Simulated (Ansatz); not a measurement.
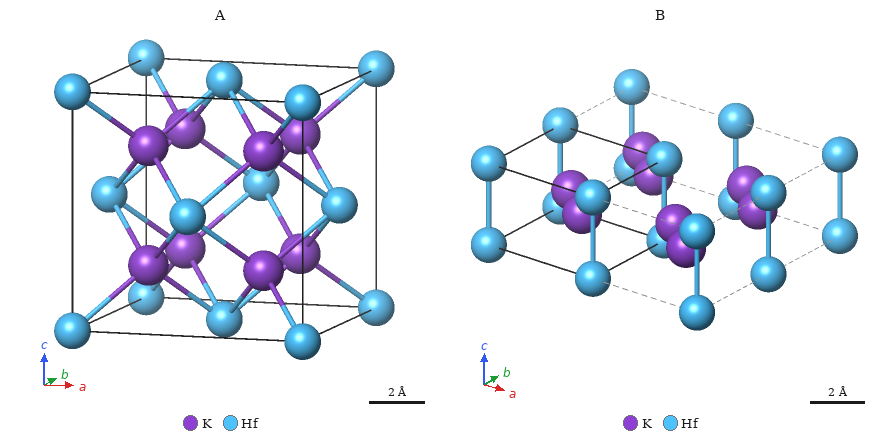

Two structures of K$_{2}$Hf, each relaxed to rest (conventional cells in solid outline, small ones repeated, not to one scale). Method: Ansatz, DFT PBE, scalar-relativistic, plane waves, PAW, without spin polarisation.

Which two forms are compared?

A: antifluorite, Fm-3m. B: AlB₂ type, P6/mmm.

Which structure is more stable?

B is lower, by 723 meV/atom at this level of theory (energies at zero smearing). Volumes: A 58.6, B 39.4 Å³/atom.

One or both may be structure types tried for this composition rather than known phases.
